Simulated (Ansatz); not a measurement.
**CH2P2 (SMILES P#CP): the vertical ionisation energy, rung by rung**

The species is CH2P2 (5 atoms), meant as a singlet with charge 0. As SMILES, `P#CP`. Geometry: relaxed at GFN2-xTB.

Each level gives the vertical ionisation energy (to the doublet cation) (eV). The values are calculated.

```csv
level,kind,program,value (eV),CPU time (all runs)
HF/STO-3G,Hartree–Fock,Ansatz,5.33,0.97 s
PBE/STO-3G,GGA,Ansatz,6.47,4.1 s
r2SCAN/STO-3G,meta-GGA,Ansatz,6.55,12 s
PBE0/STO-3G,global hybrid,Ansatz,6.59,4.6 s
CAM-B3LYP/STO-3G,range-separated hybrid,Ansatz,6.62,5.3 s
HSE06/STO-3G,range-separated hybrid,Ansatz,6.58,5.4 s
B2PLYP/STO-3G,double hybrid,Ansatz,6.51,6.4 s
RPA@PBE/STO-3G,RPA,Ansatz,5.47,6 s
CCSD/STO-3G,coupled cluster or CI,Ansatz,6.00,1.2 s
CCSDTQ/STO-3G,coupled cluster or CI,Ansatz,5.96,93 s
```

The values span 5.33 to 6.62 eV. Spin contamination of the reference (⟨S²⟩ at least 0.1 too high) touches HF/STO-3G, CCSD/STO-3G, CCSDTQ/STO-3G. All rows use very small basis sets, so none should be taken for the real molecule's value. CPU times are rough (shared hosts, several kinds of processor and program).

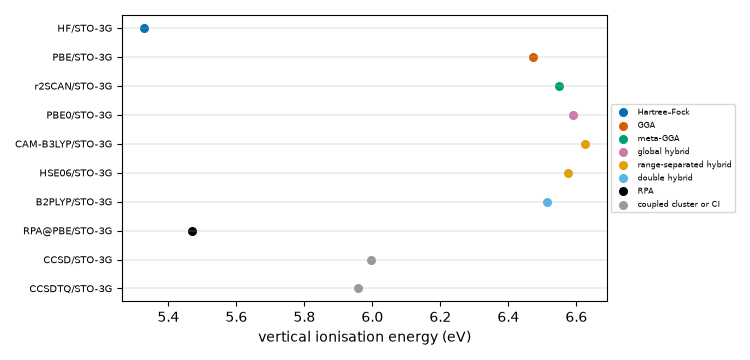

The values of the table, level by level.
